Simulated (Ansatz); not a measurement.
The structure below was relaxed with Ansatz (a quantum-chemistry and plane-wave program) r2SCAN, without spin-orbit coupling, at pressure 7.5 GPa.

```yaml
crystal:
  lattice:
    - [-1.87630, 1.87630, 4.19479]
    - [1.87630, -1.87630, 4.19479]
    - [1.87630, 1.87630, -4.19479]
  atoms:
    - { symbol: Al, position: [0.50000, 0.50000, 0.00000] }
    - { symbol: Al, position: [0.75000, 0.25000, 0.50000] }
    - { symbol: Al, position: [0.25000, 0.75000, 0.50000] }
    - { symbol: Ti, position: [0.00000, 0.00000, 0.00000] }
```

Q: Find the space group and the Wyckoff positions.

A: Space group I4/mmm (No. 139); a = b = 3.7526 Å, c = 8.3896 Å, α = β = γ = 90.00°

| atom | site | symmetry | x | y | z |
|---|---|---|---|---|---|
| Al | 2b | 4/mmm | 0.0000 | 0.0000 | 0.5000 |
| Al | 4d | -4m2 | 0.0000 | 0.5000 | 0.2500 |
| Ti | 2a | 4/mmm | 0.0000 | 0.0000 | 0.0000 |

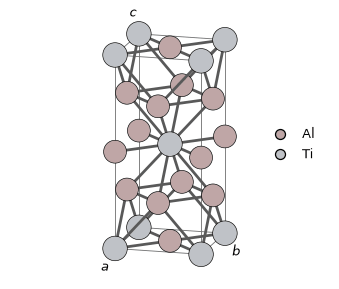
Figure. The conventional cell

Load acts through the strain it causes; cell and atoms are relaxed under it. Whether these cells are dynamically stable was not tested. No other phases were tried under pressure. The final runs are not spin-polarised. The cell was made from TiAl₃ (space group I4/mmm, No. 139) by this change: pressure 7.5 GPa.
